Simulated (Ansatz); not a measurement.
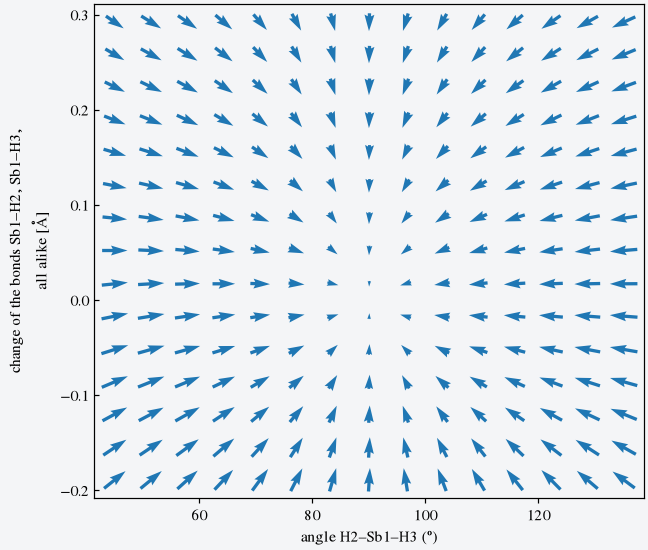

H₂Sb, SMILES [SbH2], spin multiplicity 2. First axis: angle H2–Sb1–H3. Second axis: change of the bonds Sb1–H2, Sb1–H3, all alike. Nothing is relaxed (all other coordinates rigid). The scan uses a 15 × 15 grid. Points are written as (first, second). The calculation used Ansatz 0.2.0, UKS PBE0-D4/def2-SVP.

The picture shows arrows along the force (downhill), their lengths compressed.

Question: The arrows alone are given. Where is the energy lowest?

Answer: The arrows converge at about (90°, 0.000 Å) (read from the interpolated surface).

The energy map of the same scan:

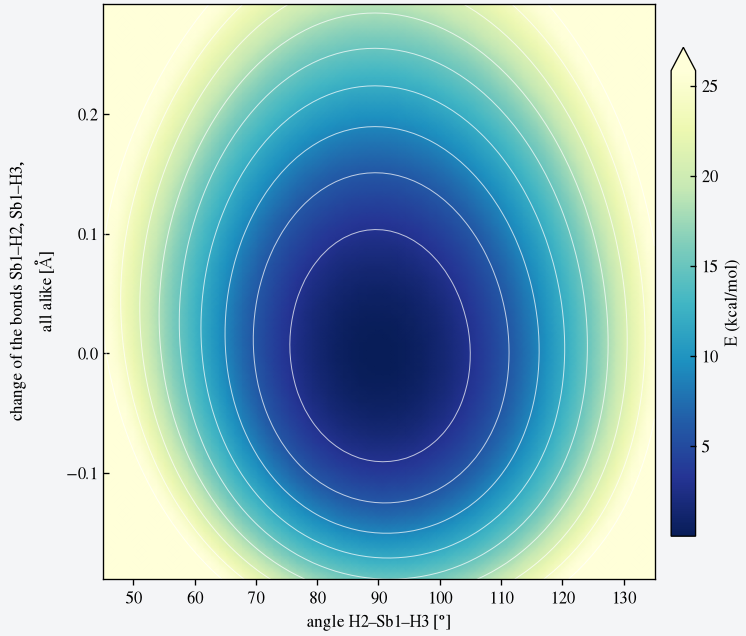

Energies are in kcal/mol, from the relaxed molecule at the same level; between grid points the surface is interpolated.
